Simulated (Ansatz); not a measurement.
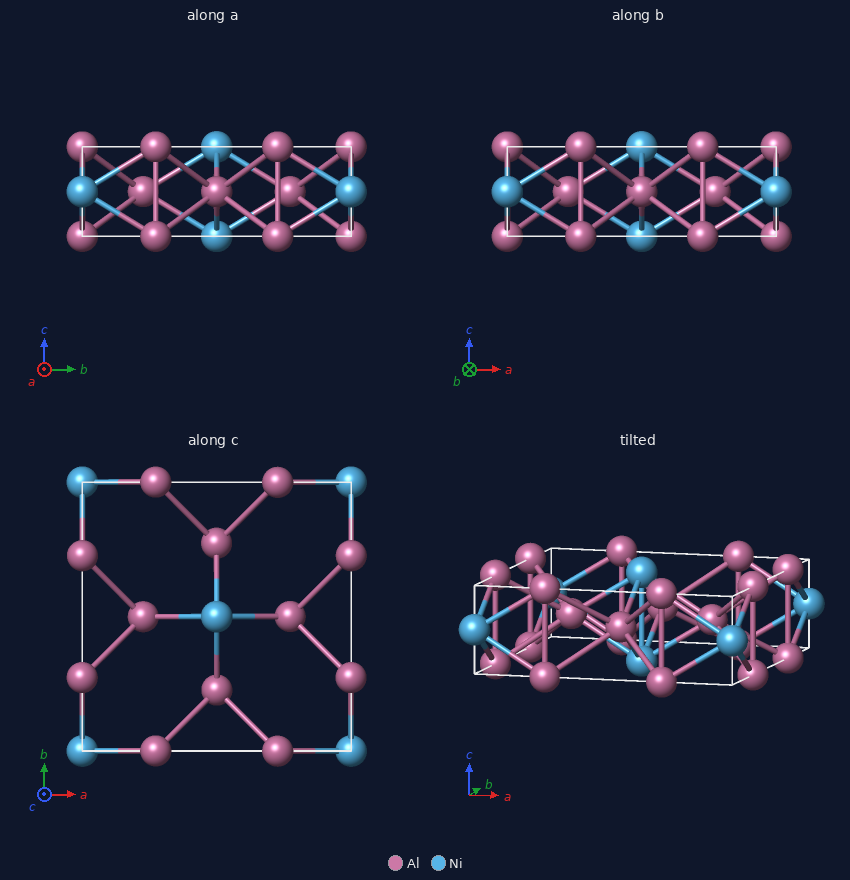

View along the a axis, along the b axis, along the c axis and slightly off an axis, drawn as a ball-and-stick model. One drawn cell (a repeat of the simulation cell) is framed, with atoms on its boundary repeated.

Lattice parameters: a = 7.8232 Å, b = 7.8232 Å, c = 2.6040 Å, α = 90.000°, β = 90.000°, γ = 90.000°.

Write the structure as a CIF in P1 with every atom of the cell, with free fractional coordinates to two decimals.

Answer.
```cif
data_structure
_symmetry_space_group_name_H-M 'P 1'
_symmetry_Int_Tables_number 1
_cell_length_a 7.8232
_cell_length_b 7.8232
_cell_length_c 2.6040
_cell_angle_alpha 90.000
_cell_angle_beta 90.000
_cell_angle_gamma 90.000
_cell_volume 159.37
loop_
_atom_site_label
_atom_site_type_symbol
_atom_site_fract_x
_atom_site_fract_y
_atom_site_fract_z
_atom_site_occupancy
Al1 Al 0.23 0.50 0.50 1
Al2 Al 0.27 0.00 0.00 1
Al3 Al 0.00 0.73 0.00 1
Ni1 Ni 0.00 0.00 0.50 1
Al4 Al 0.73 0.00 0.00 1
Al5 Al 0.00 0.27 0.00 1
Ni2 Ni 0.50 0.50 0.00 1
Al6 Al 0.50 0.23 0.50 1
Al7 Al 0.50 0.77 0.50 1
Al8 Al 0.77 0.50 0.50 1
```

The model was built from a structure type filled with these elements by a generator (whether the compound takes this form wasn't checked). It was relaxed with Ansatz, DFT PBE, scalar-relativistic, plane waves, PAW.
